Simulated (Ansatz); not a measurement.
# A small benchmark: atomisation enthalpy at 298 K

6 molecules of light elements (H to F); the atomisation enthalpy at 298 K in kJ/mol, computed less measured. Shapes, held fixed at every level: PBE0-D4/def2-TZVP. Flexible molecules stand in one conformer, not always the lowest. Thermal terms are harmonic and unscaled (PBE0-D4/def2-TZVP); the spin-orbit lowering of the free atoms is taken from their spectra. Programs: Ansatz 0.2.0. Measured values: Active Thermochemical Tables, CRC Handbook of Chemistry and Physics, NIST-JANAF tables.

Levels: A = B3LYP-D4/def2-TZVPP; B = PBE0-D4/def2-TZVPP; C = CCSD/def2-TZVPP.

| molecule | from tabulated heats | A | B | C |
| --- | --- | --- | --- | --- |
| B(BO)O (diboron dioxide) | 2095 | +3 | 0 | -133 |
| C2H3N (SMILES [C-]#[N+]C) | 2397 | -1 | -1 | -136 |
| C2H3O (acetyl radical) | 2347 | +9 | +21 | -113 |
| C3H4 (propyne) | 2837 | 0 | +16 | -123 |
| C3H7NO (propionamide) | 4657 | +10 | +30 | -215 |
| C6H10 (1-methylcyclopentene) | 6485 | -7 | +68 | -249 |

Q: Sum up the errors.

A: 
```
              level                   kind  mean error  mean absolute error  worst case
B3LYP-D4/def2-TZVPP          global hybrid        +2.3                  5.0      C3H7NO
 PBE0-D4/def2-TZVPP          global hybrid       +22.3                 22.7       C6H10
    CCSD/def2-TZVPP  coupled cluster or CI      -161.5                161.5       C6H10
```

On this set B3LYP-D4/def2-TZVPP has the smallest mean absolute error and CCSD/def2-TZVPP the largest. PBE0-D4/def2-TZVPP is too high in 4 of 6; CCSD/def2-TZVPP is too low in 6 of 6. Heats of the atoms come from ATcT where it has them, that of boron, 570 kJ/mol, from recent work. The tabulated values of B(BO)O, C2H3N are in doubt (older tables, estimates, or at odds with other calculations) and kept here. Over the 4 molecules whose values aren't doubted the mean absolute errors are A 6.5; B 33.8; C 175.0. For PBE0-D4/def2-TZVPP the error tends to grow with the atomisation enthalpy. Correlated wave functions converge slowly with the basis. CCSD also lacks the triples, which bind further. T1 is large for B(BO)O (0.022), so single-reference values are less sure there. Open shells run unrestricted. The set is small.

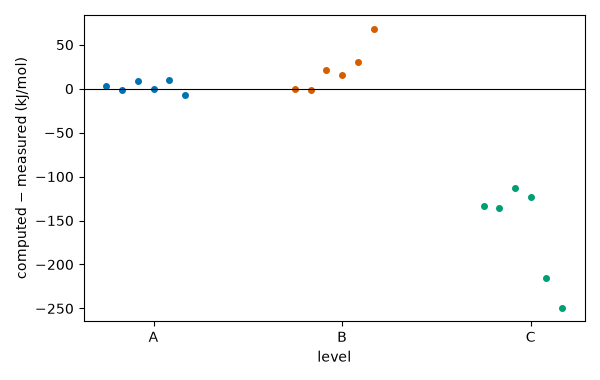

Errors of each level, one point a molecule.
